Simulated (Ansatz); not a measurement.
**BClGeH5NO: rotation by 180° about the B2–O4 bond, part 1 of 2**

Wanted: the energy profile along the rotation by 180° about the B2–O4 bond, from relaxed end points and a band of images. SMILES of the start: NB(Cl)[O][GeH3].

Method: RKS LDA/def2-SVP, in Ansatz 0.2.0.

## (1) Starting point

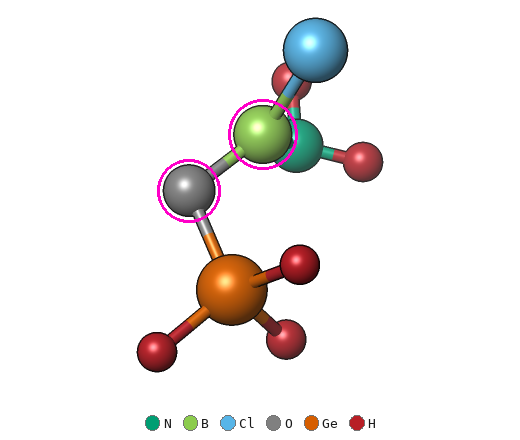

The starting structure, seen from a free direction (nitrogen teal, boron green, chlorine blue, oxygen grey, germanium orange, hydrogen red). Ringed: B2, O4.

Structure file:

```xyz
10

N    -0.7009    1.5568    0.6520
B    -0.7912    0.0780    0.6155
Cl   -0.8367   -0.8660    2.1872
O    -0.8276   -0.6153   -0.6621
Ge    0.7860   -0.9475   -1.1981
H     0.1210    1.8935    1.1460
H    -1.5312    1.9223    1.2236
H     0.8055   -1.6649   -2.5479
H     1.5100   -1.8098   -0.0903
H     1.5480    0.4018   -1.3231
```

## (2) End point A

Input file input.yaml:

```yaml
crystal:
  periodic: [false, false, false]
  atoms:
    - { symbol: "N", position_ang: [-0.7009, 1.5568, 0.652] }
    - { symbol: B, position_ang: [-0.7912, 0.078, 0.6155] }
    - { symbol: Cl, position_ang: [-0.8367, -0.866, 2.1872] }
    - { symbol: O, position_ang: [-0.8276, -0.6153, -0.6621] }
    - { symbol: Ge, position_ang: [0.786, -0.9475, -1.1981] }
    - { symbol: H, position_ang: [0.121, 1.8935, 1.146] }
    - { symbol: H, position_ang: [-1.5312, 1.9223, 1.2236] }
    - { symbol: H, position_ang: [0.8055, -1.6649, -2.5479] }
    - { symbol: H, position_ang: [1.51, -1.8098, -0.0903] }
    - { symbol: H, position_ang: [1.548, 0.4018, -1.3231] }
basis:
  gaussian: { orbitals: def2-SVP }
hamiltonian:
  xc: lda
relax:
  f_tol: 0.015
  max_steps: 40
```

The run is started by

```bash
ansatz run input.yaml --threads 2 --pin off --max-ram 3072MiB --backend cpu --events-out ev --progress --plain --runs-dir out
```

The log of the run, cut to the lines that bear on the results:

```text
Warning: RAYON_NUM_THREADS=2 ignored (pool sized by the plan → 2); use --threads N
[...]
Functional definition: SPW92
[...]
1305 factors; their error is unknown
[...]
mean field -73162.49403158 eV, -2688.6720643409 hartree, gradient 4.1e-5 eV, S^2 0.000000; 0 other end points of the search recorded, 0 dependent functions left out
[...]
reference -73162.49406799 eV, -2688.6720656789 hartree; 37, 37 occupied and 80, 80 virtual orbitals, 1305 factors
relax step   1: F+E_penalty+E_count = -73162.49403158 eV  Δ(F+E_penalty+E_count) = +0.000e0 eV  max|allowed force component| = 3.594e0 eV/Å  Δτ_max = 0.0000 Å  (28 SCF iters, accepted)
[...]
relax step   3: F+E_penalty+E_count = -73162.97416885 eV  Δ(F+E_penalty+E_count) = -1.314e-1 eV  max|allowed force component| = 6.883e-1 eV/Å  Δτ_max = 0.1821 Å  (30 SCF iters, accepted)
[...]
relax step   5: F+E_penalty+E_count = -73163.23205285 eV  Δ(F+E_penalty+E_count) = -1.348e-1 eV  max|allowed force component| = 1.186e0 eV/Å  Δτ_max = 0.1961 Å  (35 SCF iters, accepted)
[...]
relax step   7: F+E_penalty+E_count = -73163.63678421 eV  Δ(F+E_penalty+E_count) = -2.366e-1 eV  max|allowed force component| = 1.445e0 eV/Å  Δτ_max = 0.2000 Å  (29 SCF iters, accepted)
[...]
relax step   9: F+E_penalty+E_count = -73163.89151198 eV  Δ(F+E_penalty+E_count) = -7.257e-2 eV  max|allowed force component| = 8.588e-1 eV/Å  Δτ_max = 0.1713 Å  (29 SCF iters, accepted)
[...]
relax step  10: F+E_penalty+E_count = -73163.91226169 eV  Δ(F+E_penalty+E_count) = -2.075e-2 eV  max|allowed force component| = 4.960e-1 eV/Å  Δτ_max = 0.1945 Å  (33 SCF iters, accepted)
[...]
relax step  11: F+E_penalty+E_count = -73163.93827360 eV  Δ(F+E_penalty+E_count) = -2.601e-2 eV  max|allowed force component| = 5.616e-1 eV/Å  Δτ_max = 0.0861 Å  (28 SCF iters, accepted)
[...]
1305 factors; their error is unknown
[...]
```

## (3) The output, continued: end point A relaxed

The log, continued, cut to the lines that bear on the results:

```text
mean field -73163.94349585 eV, -2688.7253311705 hartree, gradient 1.7e-5 eV, S^2 0.000000; 0 other end points of the search recorded, 0 dependent functions left out
[...]
reference -73163.94353137 eV, -2688.7253324759 hartree; 37, 37 occupied and 80, 80 virtual orbitals, 1305 factors
relax step  12: F+E_penalty+E_count = -73163.94349585 eV  Δ(F+E_penalty+E_count) = -5.222e-3 eV  max|allowed force component| = 1.472e-1 eV/Å  Δτ_max = 0.0568 Å  (29 SCF iters, accepted)
[...]
relax step  18: F+E_penalty+E_count = -73163.95038732 eV  Δ(F+E_penalty+E_count) = -1.524e-4 eV  max|allowed force component| = 1.364e-2 eV/Å  Δτ_max = 0.0379 Å  (28 SCF iters, accepted)
[...]
relax step  19: F+E_penalty+E_count = -73163.95042833 eV  Δ(F+E_penalty+E_count) = -4.100e-5 eV  max|allowed force component| = 1.307e-2 eV/Å  Δτ_max = 0.0220 Å  (28 SCF iters, accepted)
1305 factors; their error is unknown
[...]
Atom 0 at    -0.408432     1.207896     0.960275 Å, force     0.008220    -0.003813    -0.005684 eV/Å
Atom 1 at    -0.962879    -0.067550     0.780982 Å, force    -0.008414     0.000713    -0.007317 eV/Å
Atom 2 at    -2.336278    -0.534989     1.806446 Å, force     0.008212     0.000065    -0.001221 eV/Å
Atom 3 at    -0.525566    -0.981472    -0.120955 Å, force    -0.005306     0.013070     0.007409 eV/Å
Atom 4 at     0.914698    -0.814531    -1.155567 Å, force     0.009234    -0.004427     0.007425 eV/Å
Atom 5 at     0.339518     1.580879     0.370254 Å, force    -0.003471     0.000190     0.004856 eV/Å
Atom 6 at    -0.784970     1.866540     1.643466 Å, force    -0.002238    -0.008032    -0.002618 eV/Å
Atom 7 at     0.668985    -1.744900    -2.354795 Å, force     0.000082     0.010334     0.006501 eV/Å
Atom 8 at     2.150240    -1.231679    -0.329882 Å, force    -0.004105     0.002493    -0.006853 eV/Å
Atom 9 at     1.027583     0.668705    -1.597424 Å, force    -0.002214    -0.010591    -0.002500 eV/Å
Dipole moment:     0.559261     0.434743    -0.265547 e Å
```

Wall time 23 s (2 threads of Intel Xeon Platinum 8488C (Sapphire Rapids), shared host); peak memory 0.19 GiB.

Step by step:

| step | energy from step 1 (eV) | largest force component (eV/Å) |
| --- | --- | --- |
| 1 | 0.0000 | 3.5945 |
| 2 | -0.3488 | 1.8276 |
| 3 | -0.4801 | 0.6883 |
| 4 | -0.6032 | 1.0143 |
| 5 | -0.7380 | 1.1856 |
| 6 | -0.9062 | 1.9187 |
| 7 | -1.1428 | 1.4446 |
| 8 | -1.3249 | 1.2766 |
| 9 | -1.3975 | 0.8588 |
| 10 | -1.4182 | 0.4960 |
| 11 | -1.4442 | 0.5616 |
| 12 | -1.4495 | 0.1472 |
| 13 | -1.4533 | 0.0901 |
| 14 | -1.4545 | 0.0193 |
| 15 | -1.4549 | 0.1454 |
| 16 | -1.4558 | 0.0553 |
| 17 | -1.4562 | 0.0097 |
| 18 | -1.4564 | 0.0136 |
| 19 | -1.4564 | 0.0131 |

Step 1 is the start.

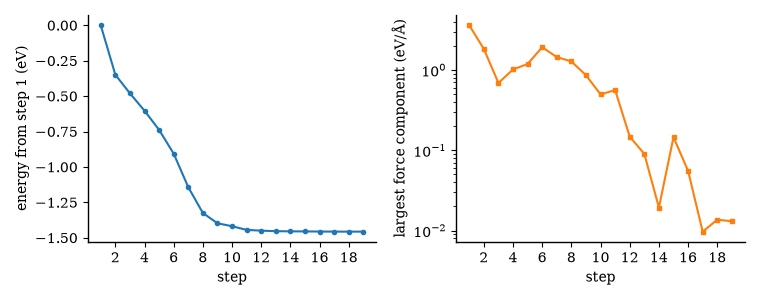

How energy and force went from step to step.

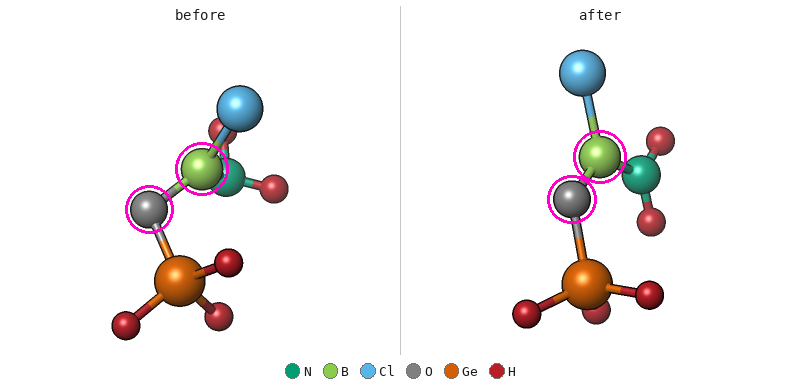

Before and after, at one scale.

After: Bond lengths: N1–B2 1.402 Å, B2–Cl3 1.777 Å, B2–O4 1.356 Å, O4–Ge5 1.781 Å, N1–H6 1.023 Å, N1–H7 1.021 Å, Ge5–H8 1.538 Å, Ge5–H9 1.543 Å, Ge5–H10 1.552 Å. Angles: N1–B2–Cl3 118.1°, N1–B2–O4 124.8°, Cl3–B2–O4 117.1°, B2–N1–H6 123.2°, B2–N1–H7 121.8°, H6–N1–H7 114.9°, B2–O4–Ge5 125.7°, O4–Ge5–H8 105.5°, O4–Ge5–H9 108.1°, O4–Ge5–H10 108.3°, H8–Ge5–H9 112.4°, H8–Ge5–H10 111.6°, H9–Ge5–H10 110.6°.

## (4) Relaxing end B

The second end starts from a geometry with the move made by hand.

Input file input.yaml:

```yaml
crystal:
  periodic: [false, false, false]
  atoms:
    - { symbol: "N", position_ang: [-0.7009, 1.5568, 0.652] }
    - { symbol: B, position_ang: [-0.7912, 0.078, 0.6155] }
    - { symbol: Cl, position_ang: [-0.8367, -0.866, 2.1872] }
    - { symbol: O, position_ang: [-0.8276, -0.6153, -0.6621] }
    - { symbol: Ge, position_ang: [-2.47069, -0.84474, -1.16108] }
    - { symbol: H, position_ang: [0.121, 1.8935, 1.146] }
    - { symbol: H, position_ang: [-1.5312, 1.9223, 1.2236] }
    - { symbol: H, position_ang: [-2.56667, -1.58406, -2.49569] }
    - { symbol: H, position_ang: [-3.16563, 0.57098, -1.24904] }
    - { symbol: H, position_ang: [-3.20502, -1.66707, -0.06499] }
basis:
  gaussian: { orbitals: def2-SVP }
hamiltonian:
  xc: lda
relax:
  f_tol: 0.015
  max_steps: 40
```

The run is started by

```bash
ansatz run input.yaml --threads 2 --pin off --max-ram 3072MiB --backend cpu --events-out ev --progress --plain --runs-dir out
```

The log of the run, cut to the lines that bear on the results:

```text
Warning: RAYON_NUM_THREADS=2 ignored (pool sized by the plan → 2); use --threads N
[...]
[... 1 set-up line as earlier in the session ...]
[...]
1305 factors; their error is unknown
[...]
mean field -73162.49450349 eV, -2688.6720816834 hartree, gradient 4.7e-5 eV, S^2 0.000000; 0 other end points of the search recorded, 0 dependent functions left out
[...]
reference -73162.49453982 eV, -2688.6720830183 hartree; 37, 37 occupied and 80, 80 virtual orbitals, 1305 factors
relax step   1: F+E_penalty+E_count = -73162.49450349 eV  Δ(F+E_penalty+E_count) = +0.000e0 eV  max|allowed force component| = 3.546e0 eV/Å  Δτ_max = 0.0000 Å  (28 SCF iters, accepted)
[...]
relax step   4: F+E_penalty+E_count = -73163.04562898 eV  Δ(F+E_penalty+E_count) = -1.173e-1 eV  max|allowed force component| = 9.236e-1 eV/Å  Δτ_max = 0.1551 Å  (29 SCF iters, accepted)
[...]
relax step   7: F+E_penalty+E_count = -73163.61545978 eV  Δ(F+E_penalty+E_count) = -2.361e-1 eV  max|allowed force component| = 9.212e-1 eV/Å  Δτ_max = 0.2000 Å  (33 SCF iters, accepted)
[...]
relax step  10: F+E_penalty+E_count = -73163.86898522 eV  Δ(F+E_penalty+E_count) = -3.084e-2 eV  max|allowed force component| = 9.841e-1 eV/Å  Δτ_max = 0.1933 Å  (34 SCF iters, accepted)
[...]
relax step  12: F+E_penalty+E_count = -73164.03596877 eV  Δ(F+E_penalty+E_count) = -4.849e-2 eV  max|allowed force component| = 1.462e-1 eV/Å  Δτ_max = 0.1993 Å  (28 SCF iters, accepted)
[...]
relax step  13: F+E_penalty+E_count = -73164.05863480 eV  Δ(F+E_penalty+E_count) = -2.267e-2 eV  max|allowed force component| = 4.886e-1 eV/Å  Δτ_max = 0.1950 Å  (28 SCF iters, accepted)
[...]
1305 factors; their error is unknown
mean field -73164.06989090 eV, -2688.7299761028 hartree, gradient 7.2e-6 eV, S^2 0.000000; 0 other end points of the search recorded, 0 dependent functions left out
```

## (5) The output, continued: end point B relaxed

The log, continued, cut to the lines that bear on the results:

```text
[...]
reference -73164.06992755 eV, -2688.7299774498 hartree; 37, 37 occupied and 80, 80 virtual orbitals, 1305 factors
relax step  14: F+E_penalty+E_count = -73164.06989090 eV  Δ(F+E_penalty+E_count) = -1.126e-2 eV  max|allowed force component| = 3.104e-1 eV/Å  Δτ_max = 0.1983 Å  (28 SCF iters, accepted)
[...]
relax step  20: F+E_penalty+E_count = -73164.10548901 eV  Δ(F+E_penalty+E_count) = -8.816e-5 eV  max|allowed force component| = 2.111e-2 eV/Å  Δτ_max = 0.0055 Å  (22 SCF iters, accepted)
[...]
relax step  21: F+E_penalty+E_count = -73164.10551811 eV  Δ(F+E_penalty+E_count) = -2.909e-5 eV  max|allowed force component| = 5.960e-3 eV/Å  Δτ_max = 0.0024 Å  (23 SCF iters, accepted)
1305 factors; their error is unknown
mean field -73164.10551811 eV, -2688.7312853785 hartree, gradient 1.1e-5 eV, S^2 0.000000; 1 other end points of the search recorded, 0 dependent functions left out
[...]
Atom 0 at    -0.219147     1.402873     1.086908 Å, force    -0.003270    -0.002605    -0.000012 eV/Å
Atom 1 at    -1.213889     0.518686     0.665916 Å, force     0.005960     0.005744     0.003553 eV/Å
Atom 2 at    -2.405004    -0.065452     1.874868 Å, force    -0.000187    -0.000192    -0.001000 eV/Å
Atom 3 at    -1.304021     0.094750    -0.613604 Å, force    -0.002714    -0.003165    -0.003578 eV/Å
Atom 4 at    -2.567104    -1.038557    -1.192768 Å, force    -0.000170    -0.000119    -0.000393 eV/Å
Atom 5 at     0.479738     1.761355     0.433454 Å, force    -0.000118    -0.000090     0.000640 eV/Å
Atom 6 at    -0.138472     1.731449     2.048699 Å, force     0.000166     0.000136    -0.000040 eV/Å
Atom 7 at    -2.226724    -1.192657    -2.688004 Å, force    -0.000085     0.000248     0.000991 eV/Å
Atom 8 at    -3.952242    -0.393311    -0.987718 Å, force     0.000345    -0.000349     0.000124 eV/Å
Atom 9 at    -2.427745    -2.374727    -0.436352 Å, force     0.000073     0.000391    -0.000284 eV/Å
Dipole moment:     0.199763     0.140171    -0.051386 e Å
```

Run time: 26 s. Hardware: 2 threads of Intel Xeon Platinum 8488C (Sapphire Rapids), shared host; peak memory 0.2 GiB.

Step by step:

| step | energy from step 1 (eV) | largest force component (eV/Å) |
| --- | --- | --- |
| 1 | 0.0000 | 3.5456 |
| 2 | -0.3377 | 1.8600 |
| 3 | -0.4338 | 0.8957 |
| 4 | -0.5511 | 0.9236 |
| 5 | -0.6826 | 1.2283 |
| 6 | -0.8848 | 1.1885 |
| 7 | -1.1210 | 0.9212 |
| 8 | -1.2466 | 0.9560 |
| 9 | -1.3436 | 1.1085 |
| 10 | -1.3745 | 0.9841 |
| 11 | -1.4930 | 0.3985 |
| 12 | -1.5415 | 0.1462 |
| 13 | -1.5641 | 0.4886 |
| 14 | -1.5754 | 0.3104 |
| 15 | -1.6007 | 0.1877 |
| 16 | -1.6010 | 0.2538 |
| 17 | -1.6101 | 0.0352 |
| 18 | -1.6107 | 0.0759 |
| 19 | -1.6109 | 0.0427 |
| 20 | -1.6110 | 0.0211 |
| 21 | -1.6110 | 0.0060 |

Step 1 is the start.

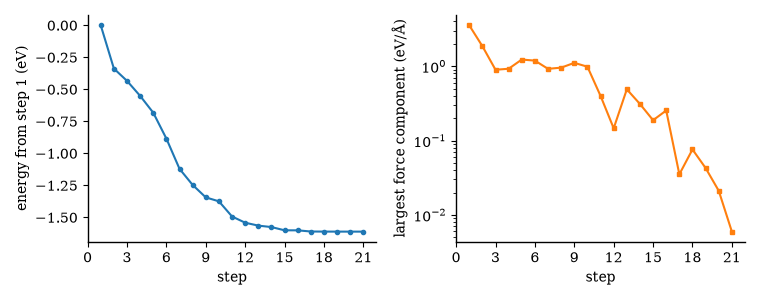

Energy and largest force along the relaxation.

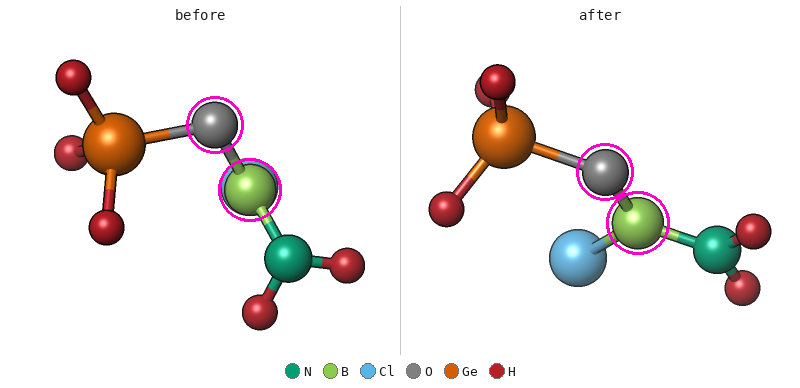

The structure before (left) and after (right), drawn at the same scale.

After: Bond lengths: N1–B2 1.396 Å, B2–Cl3 1.795 Å, B2–O4 1.351 Å, O4–Ge5 1.793 Å, N1–H6 1.022 Å, N1–H7 1.020 Å, Ge5–H8 1.541 Å, Ge5–H9 1.542 Å, Ge5–H10 1.542 Å. Angles: N1–B2–Cl3 118.4°, N1–B2–O4 122.1°, Cl3–B2–O4 119.4°, B2–N1–H6 121.1°, B2–N1–H7 123.0°, H6–N1–H7 115.9°, B2–O4–Ge5 123.5°, O4–Ge5–H8 102.8°, O4–Ge5–H9 109.0°, O4–Ge5–H10 109.0°, H8–Ge5–H9 111.7°, H8–Ge5–H10 111.7°, H9–Ge5–H10 112.3°.

## (6) The band

crystal.atoms is end A as relaxed above, and neb.final_atoms is end B, turned to lie on A. With 5 inner images the band has 7 in all.

Input file input.yaml:

```yaml
crystal:
  periodic: [false, false, false]
  atoms:
    - { symbol: "N", position_ang: [-0.408432, 1.207896, 0.960275] }
    - { symbol: B, position_ang: [-0.962879, -0.06755, 0.780982] }
    - { symbol: Cl, position_ang: [-2.336278, -0.534989, 1.806446] }
    - { symbol: O, position_ang: [-0.525566, -0.981472, -0.120955] }
    - { symbol: Ge, position_ang: [0.914698, -0.814531, -1.155567] }
    - { symbol: H, position_ang: [0.339518, 1.580879, 0.370254] }
    - { symbol: H, position_ang: [-0.78497, 1.86654, 1.643466] }
    - { symbol: H, position_ang: [0.668985, -1.7449, -2.354795] }
    - { symbol: H, position_ang: [2.15024, -1.231679, -0.329882] }
    - { symbol: H, position_ang: [1.027583, 0.668705, -1.597424] }
basis:
  gaussian: { orbitals: def2-SVP }
hamiltonian:
  xc: lda
neb:
  order_check: false
  images: 5
  f_tol: 0.03
  max_iterations: 60
  initial_path: idpp
  final_atoms:
    - { symbol: "N", position_ang: [-1.31152017, 1.48416098, 0.96225141] }
    - { symbol: B, position_ang: [-0.40910418, 0.47533186, 0.62101579] }
    - { symbol: Cl, position_ang: [0.42278819, -0.40949363, 1.94259667] }
    - { symbol: O, position_ang: [-0.14723463, 0.14973969, -0.66367523] }
    - { symbol: Ge, position_ang: [1.00335671, -1.13974305, -1.14176329] }
    - { symbol: H, position_ang: [-1.80799671, 2.01386151, 0.24330767] }
    - { symbol: H, position_ang: [-1.51923285, 1.74098153, 1.92682967] }
    - { symbol: H, position_ang: [0.93499107, -1.10364679, -2.6810356] }
    - { symbol: H, position_ang: [0.50741519, -2.48766093, -0.58126832] }
    - { symbol: H, position_ang: [2.40943639, -0.77463217, -0.62545879] }
```

The run is started by

```bash
ansatz run input.yaml --threads 2 --pin off --max-ram 3072MiB --backend cpu --events-out ev --progress --plain --runs-dir out
```

The log of the run, cut to the lines that bear on the results:

```text
Warning: RAYON_NUM_THREADS=2 ignored (pool sized by the plan → 2); use --threads N
[...]
[... 1 set-up line as earlier in the session ...]
[...]
1305 factors; their error is unknown
[...]
mean field -73163.95042276 eV, -2688.7255857295 hartree, gradient 3.0e-5 eV, S^2 0.000000; 0 other end points of the search recorded, 0 dependent functions left out
[...]
reference -73163.95045881 eV, -2688.7255870545 hartree; 37, 37 occupied and 80, 80 virtual orbitals, 1305 factors
1305 factors; their error is unknown
[...]
mean field -73164.10550952 eV, -2688.7312850629 hartree, gradient 4.9e-5 eV, S^2 0.000000; 0 other end points of the search recorded, 0 dependent functions left out
[...]
reference -73164.10554600 eV, -2688.7312864037 hartree; 37, 37 occupied and 80, 80 virtual orbitals, 1305 factors
NEB end point (image 0): max|allowed force component| = 1.328e-2 eV/Å (the criterion of neb.relax_end_points is 1.000e-2)
[...]
Atom 0 at    -1.023903     1.431430     0.672084 Å, force    -0.001932     0.000787     0.001653 eV/Å
Atom 1 at    -0.841248     0.048150     0.757346 Å, force    -0.001635    -0.000146     0.005625 eV/Å
Atom 2 at    -1.168915    -0.738338     2.325143 Å, force     0.000436     0.001232    -0.003493 eV/Å
Atom 3 at    -0.447531    -0.712235    -0.293527 Å, force     0.005336     0.000097    -0.002009 eV/Å
Atom 4 at     1.147228    -0.955461    -1.029602 Å, force    -0.002895    -0.001257    -0.000026 eV/Å
Atom 5 at    -0.894285     1.939452    -0.205119 Å, force     0.000537    -0.001320    -0.001006 eV/Å
Atom 6 at    -1.350805     1.991629     1.460271 Å, force     0.000264     0.000163    -0.000670 eV/Å
Atom 7 at     0.879787    -1.783963    -2.297812 Å, force    -0.000246     0.000322    -0.000400 eV/Å
Atom 8 at     2.041714    -1.706302    -0.018750 Å, force     0.000037    -0.000211     0.000175 eV/Å
Atom 9 at     1.740856     0.434538    -1.367235 Å, force     0.000097     0.000332     0.000150 eV/Å
Dipole moment:     0.266867     0.458176    -0.334256 e Å
this run last wrote the band of iteration 15 to <dir>
```

It took 72 s on 2 threads of Intel Xeon Platinum 8488C (Sapphire Rapids), shared host; peak memory 0.18 GiB.

(Continued in part 2 of 2.)
